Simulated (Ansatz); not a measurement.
The figure comes from a scan of SnTe (rock salt): the cell is scaled evenly about its relaxed volume V₀. The numbers are results of r2SCAN (plane waves to 500 eV, PAW, scalar-relativistic; Ansatz, an electronic-structure program), not measurements. k mesh 13×13×13 (Γ-centred), Fermi-Dirac smearing 0.05 eV. Stress and pressure are positive under compression. SnTe was relaxed with its symmetry unable to fall. Spin-orbit coupling is left out, though Te is heavy. The PAW data are Ansatz's earlier set. 

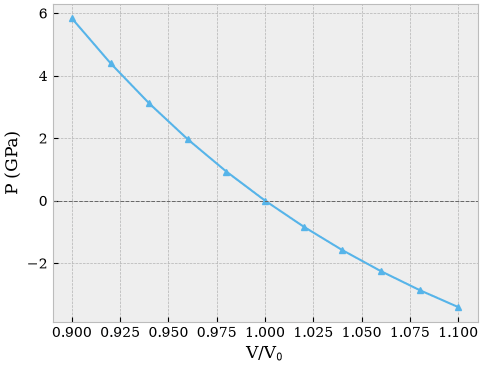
P (GPa) against V/V₀; computed points joined by lines.

Question: List the plotted points as numbers.

Answer: To the nearest 0.2:

| V/V₀ | P (GPa) |
|---|---|
| 0.900 | 5.8 |
| 0.920 | 4.4 |
| 0.940 | 3.2 |
| 0.960 | 2.0 |
| 0.980 | 1.0 |
| 1.000 | 0.0 |
| 1.020 | -0.8 |
| 1.040 | -1.6 |
| 1.060 | -2.2 |
| 1.080 | -2.8 |
| 1.100 | -3.4 |

(A scan under strain: stresses follow from slopes of the energy per volume, elastic moduli from its curvatures.)
